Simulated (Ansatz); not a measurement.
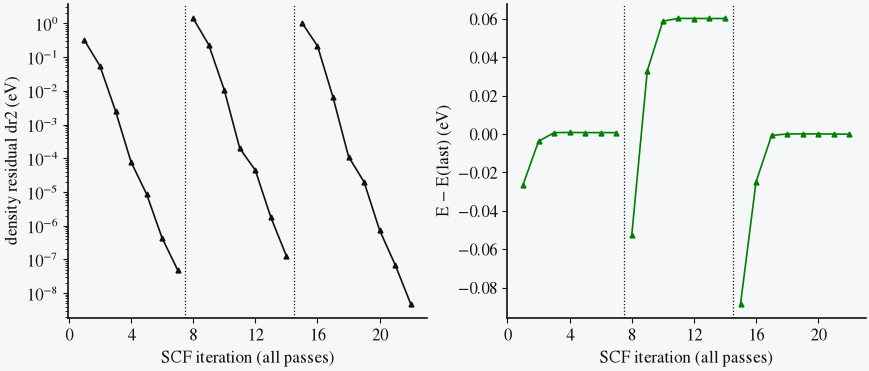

The plot shows the SCF iterations of a calculation: density residual dr2, Harris–Foulkes energy less its last value. Each stretch between dotted lines is the SCF of one geometry step of a relaxation. The starting density is a sum of atomic densities corrected by a trained network.

System: Y3B2 (Cm, 10 atoms in the cell).
Method: DFT PBE, scalar-relativistic, plane waves, PAW in Ansatz; cutoff 420 eV, 12×12×4 k-mesh, Gaussian smearing of 0.1 eV.

Question: Was self-consistency reached?

Answer: It was still iterating, at step 22, when the time limit ended it. There are 3 passes, of 7, 7 and 8 iterations. In pass 3, the residual is still falling at the last step (down to 5 × 10⁻⁹).
